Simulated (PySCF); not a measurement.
## Run report: Hf3, frequency calculation

The run: frequency calculation of Hf3. Method and program: RKS-based PBE0, Hf def2-TZVP with ECP60; non-relativistic Hamiltonian with a scalar-relativistic core potential; density fitting (PySCF 2.14.0).

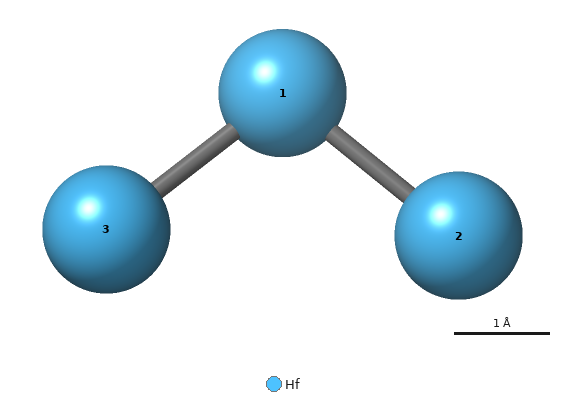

*The input geometry (ball-and-stick view, seen at a tilt; atoms are numbered from 1 in the order of the input). Sticks mark near contacts.*

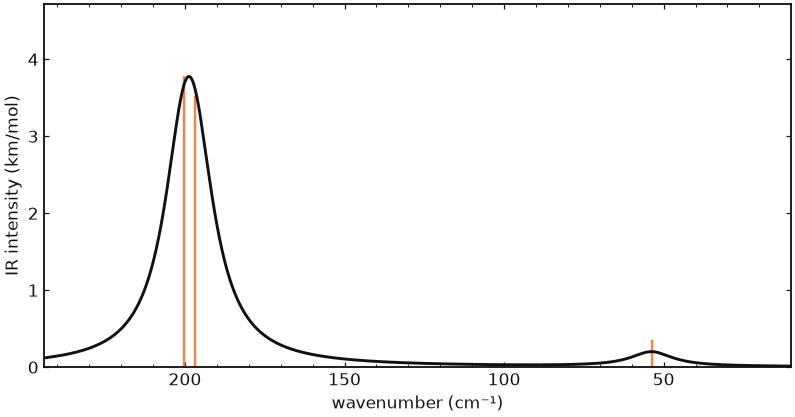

*Harmonic infrared spectrum, unscaled: sticks (degenerate modes added up, dark ones marked on the axis) with a Lorentzian envelope of 16 cm⁻¹ full width, scaled to the tallest stick.*

3 modes from 54 to 200 cm⁻¹, none imaginary. The strongest line is at 200 cm⁻¹ (3.8 km/mol). All modes, in cm⁻¹ (km/mol): 54 (0.3), 197 (3.5), 200 (3.8).

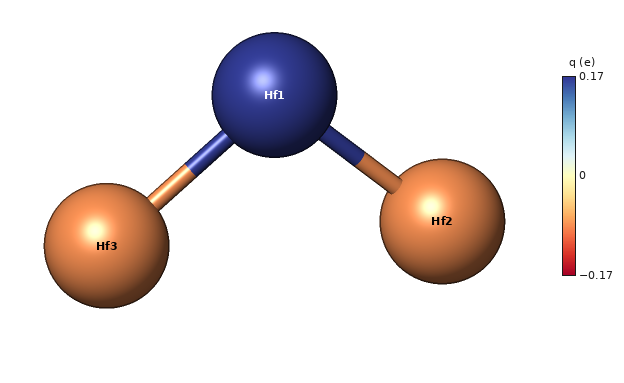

*Mulliken charges, as the colour of each atom (ball-and-stick view, seen at a tilt; atoms are numbered from 1 in the order of the input; Mulliken charges depend strongly on the basis).*

By element: Hf −0.08 to +0.16 e.

The input that produced these results follows, with the program's output.

Input file
```python
from pyscf import gto, scf, dft
mol = gto.M(atom='''
Hf     1.035081    -0.000000     0.000000
Hf    -0.517540     0.000000     1.856453
Hf    -0.517540     0.000000    -1.856453''',
    basis={'Hf': 'def2-TZVP'},
    ecp={'Hf': 'def2-TZVP'},
    charge=0, spin=0)
mf = dft.RKS(mol, xc='PBE0')
mf.grids.atom_grid = (75, 302)
aux = {'Hf': 'def2-universal-JKFIT'}
mf = mf.density_fit(auxbasis=aux)
mf.conv_tol = 1e-09
mf.diis_space = 10
mf.max_cycle = 60
mf.verbose = 4
mf.kernel()
```

The script is an equivalent of the set-up of the self-consistent field. The run itself was carried out by a driver, which started from the orbitals of the step before it where there was one and computed the further properties.

Command:
```bash
OMP_NUM_THREADS=2 python axn.py task.json out
```

What the program printed
```
init E= -143.664334580904
  HOMO = -0.140083566780378  LUMO = -0.0813085490532446  gap/eV = 1.59935
cycle= 1 E= -143.664334580728  delta_E= 1.76e-10  |g|= 2.49e-05  |ddm|= 2.97e-05
  HOMO = -0.140086897427383  LUMO = -0.0813103791941709  gap/eV = 1.59939
cycle= 2 E= -143.664334577694  delta_E= 3.03e-09  |g|= 0.000101  |ddm|= 0.000117
  HOMO = -0.14008442718702  LUMO = -0.0813090006571122  gap/eV = 1.59936
cycle= 3 E= -143.664334580884  delta_E= -3.19e-09  |g|= 1.01e-05  |ddm|= 9.58e-05
  HOMO = -0.140084359849369  LUMO = -0.0813089660646931  gap/eV = 1.59936
cycle= 4 E= -143.664334580921  delta_E= -3.73e-11  |g|= 1.62e-06  |ddm|= 1.06e-05
  HOMO = -0.140084250403278  LUMO = -0.0813089217777851  gap/eV = 1.59936
Extra cycle  E= -143.664334580898  delta_E= 2.36e-11  |g|= 8.22e-06  |ddm|= 9.47e-06
converged SCF energy = -143.664334580898
```

Key numbers

- outcome: converged
- total energy: −143.664335 hartree
- HOMO: −3.81 eV
- LUMO: −2.21 eV
- zero-point energy: 0.001028 hartree
- dipole moment: 0.43 D
- wavenumbers, lowest and highest: 54 and 200 cm⁻¹
- hardware: 2 threads of Arm Neoverse N1, 16 GiB of memory available, shared host
- wall time: 1.8 min (CPU time 3.5 min)
- peak memory: 1.1 GiB
